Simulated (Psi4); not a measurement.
# SnH2Cl (SMILES [Cl][SnH2]): UHF/def2-TZVPD (Cholesky decomposition, core potential, cholesky tolerance 1e-05, sweep point 7)

Aim: the vertical ionisation energy of SnH2Cl at UHF/def2-TZVPD (Cholesky decomposition, core potential, cholesky tolerance 1e-05, sweep point 7), from 2 runs. 

The calculation is run with Psi4 1.11.

2 further runs of the same task are left out: 2 set aside as unsound or not needed.

### Step 1. The structure to begin with

SnH2Cl: 4 atoms, total charge 0, spin state doublet. As SMILES, `[Cl][SnH2]`. The shape is that of a PBE0-D4/def2-TZVP optimisation.

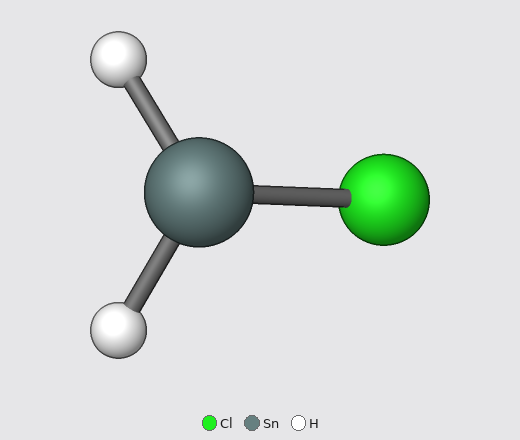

Viewed from a chosen angle; chlorine green, tin teal, hydrogen white.

### Step 2. A single-point energy at UHF/def2-TZVPD (Cholesky decomposition, core potential, cholesky tolerance 1e-05, sweep point 7)

File calc.in:

```
memory 1600 MB

molecule molecule1 {
  0 2
  Cl    -1.882600     0.398400    -0.585000
  Sn     0.380000    -0.179600    -0.397100
  H      0.412500    -1.500000     0.709600
  H      1.145500     1.221000     0.252100
  symmetry c1
}

set {
  reference uhf
  puream true
  scf_type cd
  cholesky_tolerance 1e-05
  maxiter 150
}

e_tot = energy("hf/def2-TZVPD")
```

Launch:

```sh
psi4 -i calc.in -o calc.out -n 1
```

calc.out:

```text
[...]
    !!!  WARNING: ECP capability is in beta. Please check occupations closely.  !!!
[...]
  Running in c1 symmetry.
[...]
  Nuclear repulsion =  103.714349025972211
[...]
  Multiplicity = 2
[...]
  Nalpha       = 21
  Nbeta        = 20
[...]
    Number of basis functions: 120
[...]
   @UHF iter   1:  -673.96956502528622   -1.46880e+00   3.55736e-03 ADIIS/DIIS
[...]
   @UHF iter   9:  -674.04157668844005   -1.19790e-07   5.70234e-07 DIIS
[...]
   @S^2 Observed:                7.562159986E-01
[...]
    Orbital Energies [Eh]
    ---------------------
    Alpha Occupied:
       1A   -104.810140     2A    -10.538715     3A     -8.006407
       4A     -8.004325     5A     -8.004101     6A     -5.898258
       7A     -4.090119     8A     -4.086030     9A     -4.082229
      10A     -1.359687    11A     -1.354692    12A     -1.353301
      13A     -1.349335    14A     -1.348109    15A     -1.061476
      16A     -0.679691    17A     -0.496365    18A     -0.490710
      19A     -0.462011    20A     -0.438560    21A     -0.341792
    Alpha Virtual:
      22A      0.049081    23A      0.052504    24A      0.082132
      25A      0.088187    26A      0.098397    27A      0.101821
[...]
  @UHF Final Energy:  -674.04157668844005
   => Energetics <=
    Nuclear Repulsion Energy =            103.7143490259722114
    One-Electron Energy =               -1219.4874605067814173
    Two-Electron Energy =                 441.7315347923690183
    Total Energy =                       -674.0415766884400455
  UHF NO Occupations:
  HONO-2 :   19  A 1.9993245
  HONO-1 :   20  A 1.9983025
[...]
 Multipole Moments:
 ------------------------------------------------------------------------------------
     Multipole            Electronic (a.u.)      Nuclear  (a.u.)        Total (a.u.)
 ------------------------------------------------------------------------------------
 L = 1.  Multiply by 2.5417464519 to convert [e a0] to [Debye]
 Dipole X            :         33.5418600          -32.5021706            1.0396894
 Dipole Y            :         -8.9862291            8.6983584           -0.2878707
 Dipole Z            :          0.3009019           -0.3471962           -0.0462943
 Magnitude           :                                                    1.0797994
[...]
```

Run time: 14 s. Hardware: 1 thread of Intel Xeon Platinum 8259CL at 2.50GHz (Skylake/Cascade Lake), shared host; peak memory 0.31 GiB.

### Step 3. The singlet cation

File clh2sn.inp:

```
memory 1600 MB

molecule mol {
  1 1
  Cl    -1.882600     0.398400    -0.585000
  Sn     0.380000    -0.179600    -0.397100
  H      0.412500    -1.500000     0.709600
  H      1.145500     1.221000     0.252100
  symmetry c1
}

set basis def2-TZVPD
set puream true
set scf_type cd
set cholesky_tolerance 1e-05

energy_value, wavefunction = energy("hf", return_wfn=True)
print_variables()
```

Launch:

```sh
psi4 clh2sn.inp clh2sn.out -n 1
```

clh2sn.out:

```text
[...]
    !!!  WARNING: ECP capability is in beta. Please check occupations closely.  !!!
[...]
  Running in c1 symmetry.
[...]
  Nuclear repulsion =  103.714349025972211
[...]
  Multiplicity = 1
[...]
  Nalpha       = 20
  Nbeta        = 20
[...]
    Number of basis functions: 120
[...]
   @RHF iter   1:  -673.68027468120681   -1.17951e+00   3.07970e-03 DIIS/ADIIS
[...]
   @RHF iter   8:  -673.72622949786478   -1.54359e-07   7.94952e-07 DIIS
[...]
    Orbital Energies [Eh]
    ---------------------
    Doubly Occupied:
       1A   -105.034378     2A    -10.760414     3A     -8.226754
       4A     -8.225631     5A     -8.225413     6A     -6.173463
       7A     -4.368816     8A     -4.360000     9A     -4.357150
      10A     -1.634644    11A     -1.633199    12A     -1.629814
      13A     -1.620363    14A     -1.619996    15A     -1.268621
      16A     -0.890729    17A     -0.711283    18A     -0.691537
      19A     -0.658317    20A     -0.645021
[...]
  @RHF Final Energy:  -673.72622949786478
   => Energetics <=
    Nuclear Repulsion Energy =            103.7143490259722114
    One-Electron Energy =               -1209.4101139185795546
    Two-Electron Energy =                 431.9695353947424792
    Total Energy =                       -673.7262294978647788
[...]
 Multipole Moments:
 ------------------------------------------------------------------------------------
     Multipole            Electronic (a.u.)      Nuclear  (a.u.)        Total (a.u.)
 ------------------------------------------------------------------------------------
 L = 1.  Multiply by 2.5417464519 to convert [e a0] to [Debye]
 Dipole X            :         34.0464310          -32.5021706            1.5442604
 Dipole Y            :         -9.1611184            8.6983584           -0.4627600
 Dipole Z            :          0.0694560           -0.3471962           -0.2777402
 Magnitude           :                                                    1.6358566
[...]
```

Wall time 13 s (1 thread of Intel Xeon Platinum 8259CL at 2.50GHz (Skylake/Cascade Lake), shared host); peak memory 0.31 GiB.

### Step 4. What came out

At UHF/def2-TZVPD (Cholesky decomposition, core potential, cholesky tolerance 1e-05, sweep point 7):

| quantity | value |
| --- | --- |
| doublet SnH2Cl: total energy | -674.04158 Eh |
| doublet SnH2Cl: dipole moment | 2.74 D |
| doublet SnH2Cl: HOMO energy (highest over α and β) | -9.30 eV |
| doublet SnH2Cl: LUMO energy (lowest over α and β) | -0.22 eV |
| doublet SnH2Cl: ⟨S²⟩ | 0.756 |
| singlet cation: total energy | -673.72623 Eh |
| singlet cation: HOMO energy | -17.55 eV |
| singlet cation: LUMO energy | -7.83 eV |
| singlet cation: HOMO–LUMO gap | 9.72 eV |
| vertical ionisation energy (to the singlet cation) | 8.581 eV |

**Reading.** Removing an electron at fixed nuclei costs 8.58 eV (198 kcal/mol). Only the singlet of the ionised species was computed; a triplet could lie lower.
